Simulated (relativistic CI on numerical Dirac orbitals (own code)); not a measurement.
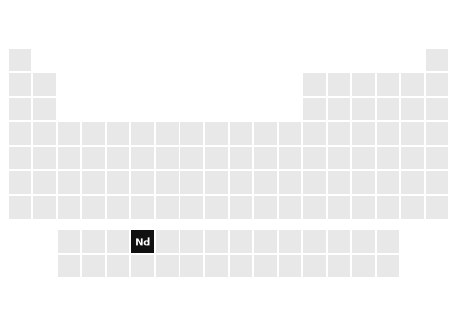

**Figure 1.** The place of neodymium in the periodic table.

Relativistic CI calculation for Nd

Nd. Level asked for: Dirac-Coulomb-Breit CI, KLI orbitals optimised for each configuration, model QED (radiative potential, 1s self-energy scaled to tabulated hydrogen-like ionisation energies), numerical settings as typed (relativistic CI on numerical Dirac orbitals, in-house).

Input file:
```
atom Nd  Z=60  charge=0  electrons=60
nucleus A=142  rms_radius_fm=4.9123
hamiltonian dirac-coulomb  breit=on  qed=on  c_scale=1
orbitals kli  potential=per-configuration
slater_scale 1
correlation none
mixing on
grid step=0.0125 r_max=9.71
scf mixing=0.4 start=green max_iterations=66 tolerance=2e-08 node_fill=0.05
configurations
  [Xe] 4f4 6s2
  [Xe] 4f2 5f 6s2 7s
  [Xe] 4f4 7s2
end
```

Launched within a batch (the task file carries these settings):
```bash
python <driver script> task.json out
```

The program writes its results to a structured record and prints no log; tables and figures of this report are taken from that record.

What the run reported:

- outcome: not converged
- hardware: 1 CPU thread, shared host

What went wrong:

This input holds a deliberate fault: box. The run did not meet its convergence test, so its last values are not results. Limits: SCF of 1s2 2s2 2p6 3s2 3p6 3d10 4s2 4p6 4d10 4f4 5s2 5p6 6s2 stopped: an orbital could not be found.
